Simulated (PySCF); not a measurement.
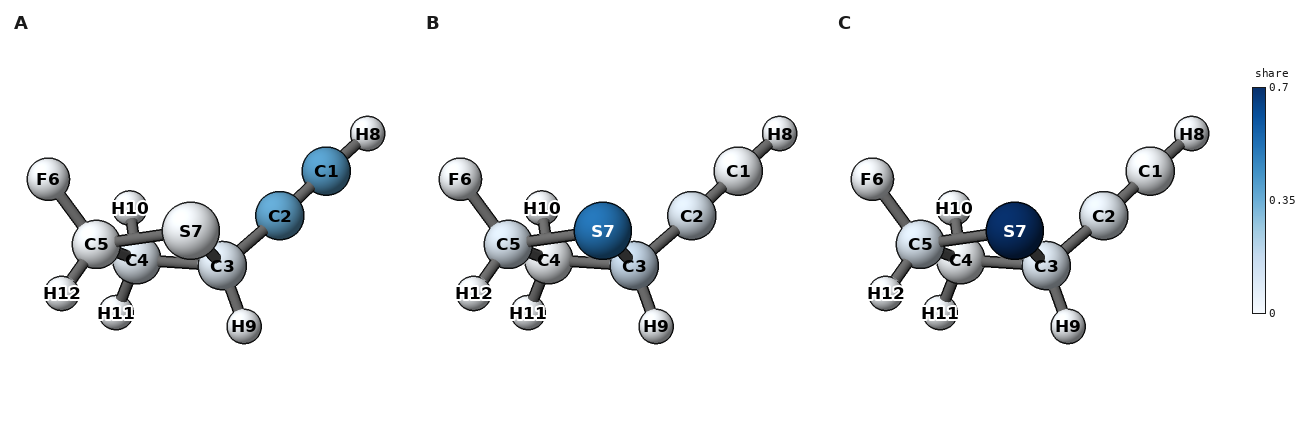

Each panel colours the atoms by their Löwdin share in one orbital (up to four of the largest shares; other atoms are shown as zero). The geometry was computed by an optimisation with GFN2-xTB. No frequency run is at hand to confirm it as a minimum. Level of theory: CAM-B3LYP/def2-SVPD (PySCF 2.14.0).

> The panels show the HOMO−2, HOMO, LUMO, in some order. Which is which?

A: HOMO−2, −9.55 eV; C1 0.39, C2 0.36, C3 0.07, C4 0.05
B: LUMO, 0.21 eV; S7 0.51, C3 0.15, C5 0.08, C2 0.08
C: HOMO, −8.49 eV; S7 0.70, C5 0.08, C3 0.07, C2 0.04
